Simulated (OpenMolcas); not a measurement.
# One shape, several levels: GaSiH3F2 (SMILES [F][Ga]([F])[SiH3])

Wanted: a comparison of 6 runs (HF/3-21G, B3LYP/6-31G*, M06-2X/6-31G*, SVWN5/6-31G*, CCSD(T)/6-31G*) of GaSiH3F2. 

The results are computed with OpenMolcas 26.06.

1 further run of the same task is left out (set aside as unsound or not needed).

## (1) The system as given

GaSiH3F2 has 7 atoms, charge 0, and is taken as a singlet. SMILES: `[F][Ga]([F])[SiH3]`. Geometry: relaxed at PBE0-D4/def2-TZVP.

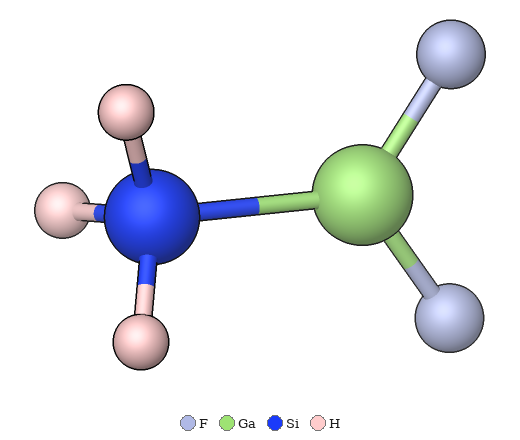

The structure, seen from a chosen angle (fluorine light blue, gallium green, silicon blue, hydrogen pink).

## (2) Energy and forces at HF/3-21G (run 1)

mol.input reads:

```
>>> EXPORT MOLCAS_PRINT=2
&GATEWAY
BASLIB=$CurrDir
COORD
7
angstrom
F        0.337700      -1.716900       2.042000
Ga       0.749800      -0.872200       0.566000
F        2.304600      -1.409500      -0.029300
Si      -0.636100       0.761900      -0.486900
H        0.191200       1.594100      -1.392900
H       -1.267600       1.599600       0.561500
H       -1.679500       0.043100      -1.260400
BASIS=3-21G
GROUP=NoSym
&SEWARD
&SCF
THRESHOLDS=1e-10 1e-07 1e-07 1e-05
PRORBITALS=1 1
&ALASKA
```

The basis set 3-21G is read from a file made from the Basis Set Exchange's data (not shown).

Command:

```console
$ export MOLCAS_MEM=1860
$ pymolcas mol.input > mol.log
```

The log of the run:

```text
--- Start Module: gateway ---
[...]
--- Stop Module: gateway /rc=_RC_ALL_IS_WELL_ ---
[...]
      Basis functions           59
[...]
--- Start Module: scf ---
[...]
       Convergence after  12 Iterations
[...]
::    Total SCF energy                              -2400.9018949481
[...]
      Total spin, S                                     0.0000000000
[...]
      Total electronic charge=   66.000000
      Total            charge=   -0.000000
[...]
      Dipole Moment (debye):
      Origin of the operator (angstrom)=    0.5895   -0.6883    0.4460
                   X= -1.8999E+00               Y=  2.3204E+00               Z= -1.4711E+00           Total=  3.3403E+00
      Quadrupole Moment (debye*angstrom):
[...]
 *              Molecular gradients               *
 **************************************************
  Irreducible representation: a
 ------------------------------------------------------------------------------------------
                              X                       Y                       Z
 ------------------------------------------------------------------------------------------
  F1               -9.89922270974120E-03   -1.53667728225528E-02    2.88750687370083E-02
  GA2              -2.49989044064454E-02    2.97106451519102E-02   -1.93557808370532E-02
  F3                3.00103556626894E-02   -9.12546796930158E-03   -1.31652665698123E-02
  SI4               3.14180992222468E-03   -2.33657094569040E-03    2.08906401795517E-03
  H5                7.78957984977957E-04   -7.64650657999688E-04    4.73875285571523E-05
  H6                2.37499046277012E-04   -9.85144996127119E-04    7.61871814378257E-04
  H7                7.29504499921152E-04   -1.13203776013338E-03    7.47655308754869E-04
 ------------------------------------------------------------------------------------------
[...]
```

Wall time 3.9 s (1 thread of AMD EPYC 7R43 (Zen 3), shared host); peak memory 0.39 GiB.

## (3) Energy and forces at B3LYP/6-31G(d) (spherical functions) (run 2)

input.xyz reads:

```xyz
7

F      0.337700    -1.716900     2.042000
Ga     0.749800    -0.872200     0.566000
F      2.304600    -1.409500    -0.029300
Si    -0.636100     0.761900    -0.486900
H      0.191200     1.594100    -1.392900
H     -1.267600     1.599600     0.561500
H     -1.679500     0.043100    -1.260400
```

test.input reads:

```
&GATEWAY
 BasLib
 $CurrDir
 Coord
 input.xyz
 Basis
 6-31Gs
 Group
 NoSym

&SEWARD
 GridInput
 Grid=UltraFine
 End of Grid

&SCF
 KSDFT
 B3LYP
 Thresholds
 1e-10 1e-07 1e-07 1e-05
 PrOrbitals
 1 2

&ALASKA
```

The basis set 6-31G* is read from a file made from the Basis Set Exchange's data (not shown).

Command:

```console
$ export MOLCAS_MEM=1860
$ pymolcas test.input > test.log
```

The log of the run:

```text
--- Start Module: gateway ---
[...]
--- Stop Module: gateway /rc=_RC_ALL_IS_WELL_ ---
[...]
      Basis functions           84
[...]
--- Start Module: scf ---
[...]
       Convergence after  16 Iterations
[...]
::    Total KS-DFT energy                           -2415.6846570248
[...]
      Total spin, S                                     0.0000000000
[...]
      Total electronic charge=   66.000000
      Total            charge=   -0.000000
[...]
      Dipole Moment (debye):
      Origin of the operator (angstrom)=    0.5895   -0.6883    0.4460
                   X= -1.9959E+00               Y=  2.4158E+00               Z= -1.5385E+00           Total=  3.4909E+00
      Quadrupole Moment (debye*angstrom):
[...]
 *              Molecular gradients               *
 **************************************************
  Irreducible representation: a
 ------------------------------------------------------------------------------------------
                              X                       Y                       Z
 ------------------------------------------------------------------------------------------
  F1                1.02821313188173E-03    2.70363417757302E-03   -4.46743630161350E-03
  GA2               1.42560683633342E-03   -1.83027465017238E-03    1.09841758947216E-03
  F3               -4.79790652800460E-03    1.83141880721571E-03    1.61233532260674E-03
  SI4               1.59941653909890E-03   -1.78237069799891E-03    1.17126234606957E-03
  H5                1.43937528972238E-04   -3.58431606242604E-04    2.34450662867314E-04
  H6                2.55044071249877E-04   -3.61669104363749E-04    8.31869772923710E-05
  H7                3.45688420517298E-04   -2.02306925989326E-04    2.67783403406607E-04
 ------------------------------------------------------------------------------------------
[...]
```

Run time: 29 s. Hardware: 1 thread of AMD EPYC 7R43 (Zen 3), shared host; peak memory 0.47 GiB.

Run 3 isn't shown in full; the table further down has it.

## (4) Energy and gradient at SVWN5/6-31G(d) (spherical functions) (run 4)

job.inp reads:

```
&gateway
  baslib = $CurrDir
  coord
  7
  angstrom
  F        0.337700      -1.716900       2.042000
  Ga       0.749800      -0.872200       0.566000
  F        2.304600      -1.409500      -0.029300
  Si      -0.636100       0.761900      -0.486900
  H        0.191200       1.594100      -1.392900
  H       -1.267600       1.599600       0.561500
  H       -1.679500       0.043100      -1.260400
  basis = 6-31Gs
  group = NoSym

&seward
  gridinput
  Grid=UltraFine
  End of Grid

&scf
  ksdft = SVWN5
  thresholds = 1e-10 1e-07 1e-07 1e-05
  prorbitals = 1 1

&alaska
```

The basis set 6-31G* is read from a file made from the Basis Set Exchange's data (not shown).

Command:

```console
$ export MOLCAS_MEM=1860
$ pymolcas job.inp > job.log
```

The log of the run:

```text
--- Start Module: gateway ---
[...]
--- Stop Module: gateway /rc=_RC_ALL_IS_WELL_ ---
[...]
      Basis functions           84
[...]
--- Start Module: scf ---
[...]
       Convergence after  16 Iterations
[...]
::    Total KS-DFT energy                           -2410.1440127921
[...]
      Total spin, S                                     0.0000000000
[...]
      Total electronic charge=   66.000000
      Total            charge=   -0.000000
[...]
      Dipole Moment (debye):
      Origin of the operator (angstrom)=    0.5895   -0.6883    0.4460
                   X= -1.9863E+00               Y=  2.3870E+00               Z= -1.5260E+00           Total=  3.4600E+00
      Quadrupole Moment (debye*angstrom):
[...]
 *              Molecular gradients               *
 **************************************************
  Irreducible representation: a
 ------------------------------------------------------------------------------------------
                              X                       Y                       Z
 ------------------------------------------------------------------------------------------
  F1               -1.49957511384358E-03   -1.99686359490947E-03    3.93373229579552E-03
  GA2               2.21939577654151E-04   -1.16551664290920E-04    1.06464310593690E-04
  F3                4.03489268287416E-03   -1.09787286421970E-03   -1.94299591196945E-03
  SI4              -5.19143783650478E-03    5.80475016358406E-03   -3.87872508113496E-03
  H5               -2.92479914844623E-03   -2.59858821624670E-03    2.97042688354221E-03
  H6                2.01703562386202E-03   -2.58224446908395E-03   -3.62984454237392E-03
  H7                3.34194421432699E-03    2.58737064516779E-03    2.44094204548206E-03
 ------------------------------------------------------------------------------------------
[...]
```

Wall time 23 s (1 thread of AMD EPYC 7R43 (Zen 3), shared host); peak memory 0.47 GiB.

Run 5 isn't shown in full; the table further down has it.

## (5) The energy at CCSD(T)/6-31G(d) (spherical functions) (run 6)

job.input reads:

```
>>> EXPORT MOLCAS_PRINT=2

&GATEWAY
  BasLib = $CurrDir
  Coord
  7
  angstrom
  F        0.337700      -1.716900       2.042000
  Ga       0.749800      -0.872200       0.566000
  F        2.304600      -1.409500      -0.029300
  Si      -0.636100       0.761900      -0.486900
  H        0.191200       1.594100      -1.392900
  H       -1.267600       1.599600       0.561500
  H       -1.679500       0.043100      -1.260400
  Basis = 6-31Gs
  Group = NoSym

&SEWARD

&SCF
  Thresholds = 1e-10 1e-07 1e-07 1e-05
  PrOrbitals = 1 1

&RASSCF
  FileOrb = $Project.ScfOrb
  Spin = 1
  Nactel = 0 0 0
  Inactive = 33
  Ras2 = 0
  OutOrbitals = Canonical
  OrbListing = NoCore

&MOTRA
  JobIph
  Frozen = 16

&CCSDT
  CCT
  Triples = 2
  Iterations = 80
  Accuracy = 1e-08
  Extrapolation = 5 4
```

The basis set 6-31G* is read from a file made from the Basis Set Exchange's data (not shown).

Command:

```console
$ export MOLCAS_MEM=1860
$ pymolcas job.input > job.log
```

The log of the run:

```text
--- Start Module: gateway ---
[...]
--- Stop Module: gateway /rc=_RC_ALL_IS_WELL_ ---
[...]
      Basis functions           84
[...]
       Convergence after  13 Iterations
[...]
::    Total SCF energy                              -2412.5897457691
[...]
      Total spin, S                                     0.0000000000
[...]
      Number of active orbitals                  0
[...]
      Spin quantum number                      0.0
[...]
      Active orbitals                            0
[...]
      Number of CSFs                             1
[...]
      Number of root(s) required                 1
[...]
      Convergence after  4 iterations
[...]
      Natural orbitals and occupation numbers for root  1
      ************************************************************************************************************************
      *                                                    Final results                                                     *
      ************************************************************************************************************************
[...]
::    RASSCF root number  1 Total energy:  -2412.58974577
[...]
      Total electronic charge=   66.000000
      Total            charge=   -0.000000
[...]
      Dipole Moment (debye):
      Origin of the operator (angstrom)=    0.5895   -0.6883    0.4460
                   X= -2.0805E+00               Y=  2.5454E+00               Z= -1.6111E+00           Total=  3.6610E+00
      Quadrupole Moment (debye*angstrom):
[...]
--- Start Module: motra ---
[...]
--- Stop Module: motra /rc=_RC_ALL_IS_WELL_ ---
--- Start Module: ccsdt ---
[...]
      Convergence after                    17  Iterations
      Total energy (diff) :   -2413.26000851      -0.00000001
[...]
 METHOD                       : CCSD+T(CCSD)+<T3(1)WT1> = CCSD(T)
[...]
       CCSD     =     -2413.2600085089662
[...]
```

Wall time 57 s (1 thread of AMD EPYC 7R43 (Zen 3), shared host); peak memory 0.47 GiB.

## (6) Overview of the runs

```
run                                 level  integration grid  Cartesian functions   energy (Eh)  dipole moment (D) of the reference  HOMO energy (eV)  LUMO energy (eV)  wall time
  1                              HF/3-21G                 –                   no  -2400.901895                                3.34            -11.64              1.30      3.9 s
  2    B3LYP/6-31G* (spherical functions)         UltraFine                   no  -2415.684657                                3.49             -8.70             -1.76       29 s
  3   M06-2X/6-31G* (spherical functions)         UltraFine                   no  -2415.508509                                3.45            -10.03             -0.99       32 s
  4    SVWN5/6-31G* (spherical functions)         UltraFine                   no  -2410.144013                                3.46             -7.76             -2.48       23 s
  5    B3LYP/6-31G* (Cartesian functions)         UltraFine                  yes  -2415.694763                                3.45             -8.68             -1.73       32 s
  6  CCSD(T)/6-31G* (spherical functions)                 –                   no  -2413.273876                                3.66            -11.85              1.19       57 s
```

## (7) Results

| quantity | value |
| --- | --- |
| run 6: total energy | -2413.27388 Eh |
| run 6: dipole moment (mean-field density) | 3.66 D |
| run 6: HOMO energy (Hartree–Fock orbitals) | -11.85 eV |
| run 6: LUMO energy (Hartree–Fock orbitals) | 1.19 eV |
| run 6: HOMO–LUMO gap (Hartree–Fock orbitals) | 13.03 eV |
| run 6: correlation energy (16 core orbitals frozen) | -684.1 mEh |
| run 6: (T) correction | -13.87 mEh |

**Reading.** Over runs 1, 2, 3, 4, 5 the dipole moment (its size) runs from 3.34 D (HF/3-21G) to 3.49 D (B3LYP/6-31G*). The two ends differ in method and basis. Over runs 1, 2, 3, 4, 5 the HOMO–LUMO gap runs from 5.28 eV (SVWN5/6-31G*) to 12.94 eV (HF/3-21G). Totals of different functionals can't be ranked against each other. All runs together took 3 min, the longest 57 s.
